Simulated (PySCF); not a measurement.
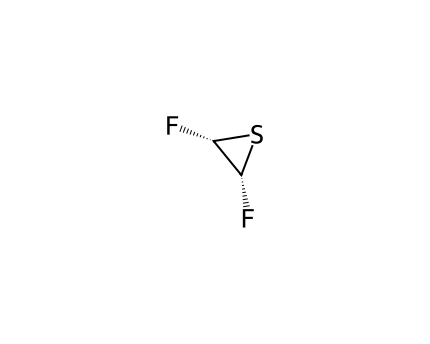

Structural formula above. Computed geometry: PBE0-D3(BJ)/def2-SVP optimisation. No frequency run is at hand to confirm it as a minimum.

What does the molecule look like in three dimensions?

The molecule is C2H2F2S. Its SMILES string is `F[C@@H]1S[C@@H]1F`. Independent rings (smallest set): 1 of 3 members. Among its groups: thioether, C–F bond. This geometry has Cs symmetry.

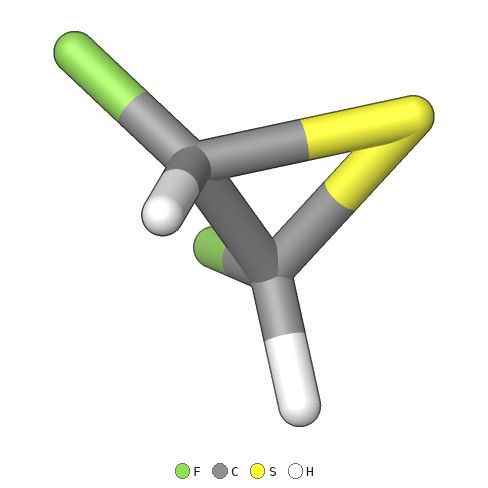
